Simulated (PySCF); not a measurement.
Diborane 1,1-di F (B₂F₂H₄).

Level of theory: ωB97X/6-311+G** (PySCF), at a geometry from GFN2-xTB. No frequency check shows the geometry to be a minimum.

Coordinates in Å:

```
B1       0.0922    0.0003    0.0001
F2       0.8065   -1.1203   -0.0001
F3       0.8058    1.1206    0.0001
H4      -0.8777   -0.0003   -0.9906
B5      -1.7202   -0.0001   -0.0001
H6      -2.3076    1.0105   -0.0006
H7      -2.3070   -1.0122    0.0008
H8      -0.8777   -0.0005    0.9907
```

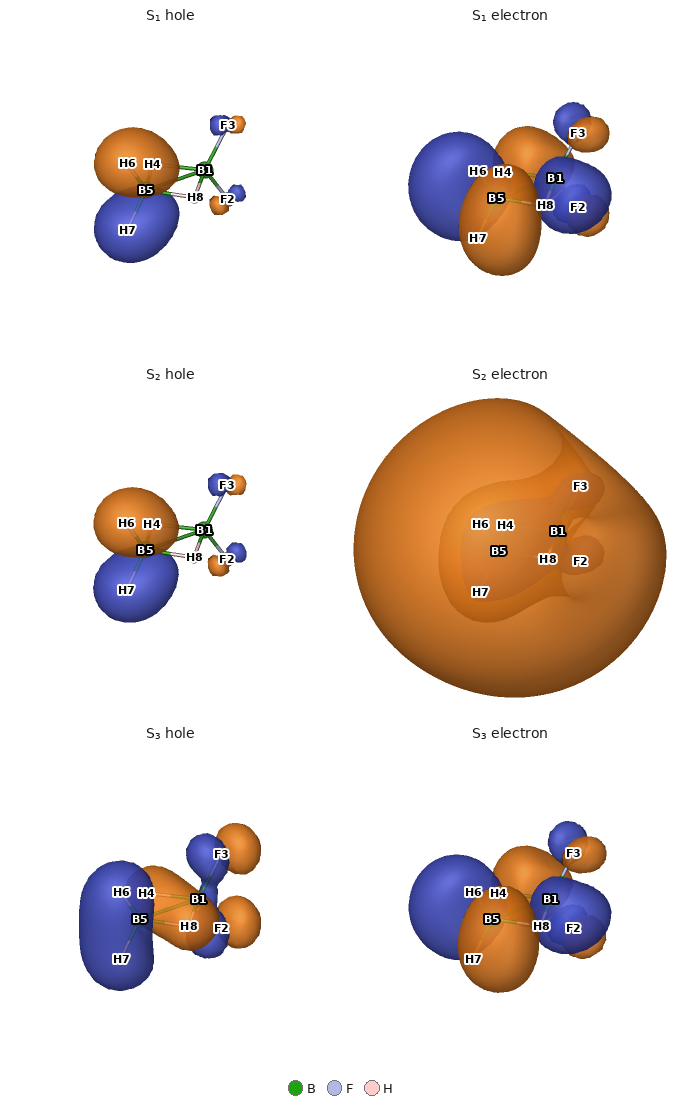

Leading natural transition orbitals (TDA singlet states).

> Describe these excited states.

By state:
- S₁: 8.61 eV (144 nm), f = 0.000 (dark); the leading pair carries 100 %; hole on B5 (41 %) and H6 and H7 (24 % each), electron on B5 (37 %), B1 (23 %) and H4, H6 and H8 (8 % each); their centroids lie 0.7 Å apart.
- S₂: 9.79 eV (127 nm), f = 0.032, σ → diffuse (Rydberg-like) orbital; the leading pair carries 99 %; hole on B5 (40 %) and H6 and H7 (24 % each), electron on B5 (32 %), B1 (23 %) and H4 and H8 (14 % each) (atom shares of so diffuse an orbital are rough); their centroids lie 0.6 Å apart; S₃ lies within 0.1 eV of it.
- S₃: 9.89 eV (125 nm), f = 0.011; the leading pair carries 90 %; hole on B5 (28 %), F2 and F3 (13 % each) and H6 and H7 (11 % each), electron on B5 (32 %), B1 (27 %) and H4 and H8 (9 % each); their centroids lie 0.1 Å apart; S₂ lies within 0.1 eV of it.

Cost of the run: 3.7 min on 1 thread of Arm Neoverse V2, with other jobs on the host, peak memory 0.6 GiB.
